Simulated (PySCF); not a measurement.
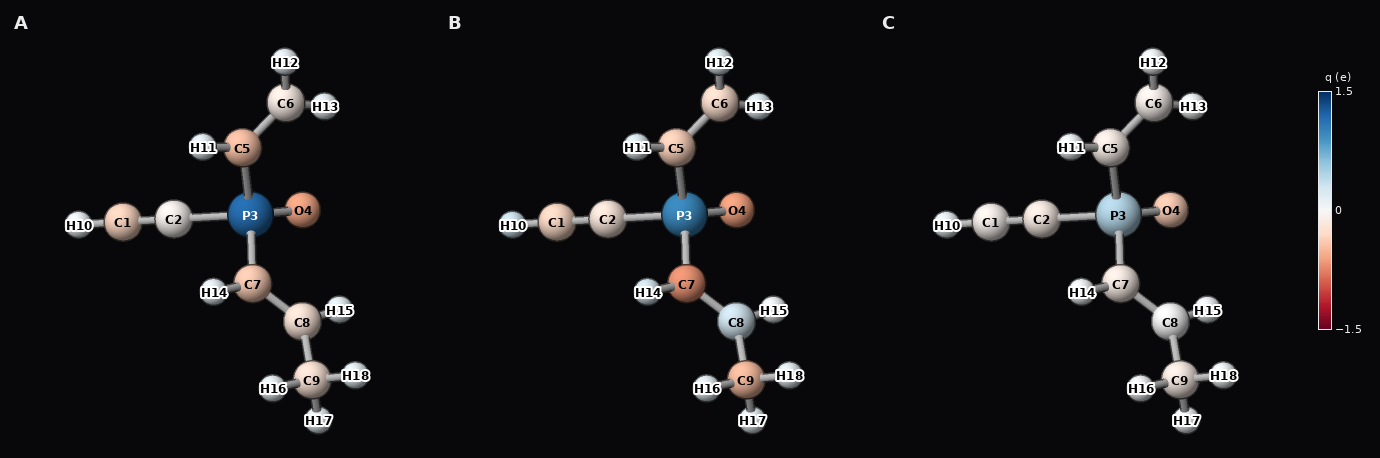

Atomic charges of one calculation by 3 schemes, on one colour scale. The computed structure is the end point of a GFN2-xTB optimisation. No frequency run is at hand to confirm it as a minimum. Method: PBE0/pcSseg-1 (PySCF 2.14.0).

### The schemes are ESP-fitted, Hirshfeld, Mulliken. Which panel shows which?

A Mulliken, B ESP-fitted, C Hirshfeld.

List the charges (e), one line for each set of equivalent atoms.

```
atom  Mulliken  ESP-fitted  Hirshfeld
  C1     −0.33       −0.30      −0.07
  C2     −0.05       −0.17      −0.11
  P3      1.15        0.96       0.43
  O4     −0.58       −0.61      −0.38
  C5     −0.44       −0.35      −0.10
  C6     −0.11       −0.25      −0.07
  C7     −0.38       −0.66      −0.12
  C8     −0.19        0.29      −0.01
  C9     −0.20       −0.46      −0.11
 H10      0.06        0.30       0.10
 H11      0.14        0.18       0.05
 H12      0.13        0.17       0.06
 H13      0.15        0.17       0.05
 H14      0.13        0.25       0.05
 H15      0.14        0.07       0.05
 H16      0.12        0.14       0.05
 H17      0.14        0.14       0.06
 H18      0.14        0.14       0.05
```

The geometry is semi-empirical. Around P such bond lengths and angles can be off by a tenth of an ångström or more and by several degrees, and values that hang on the shape move with them.
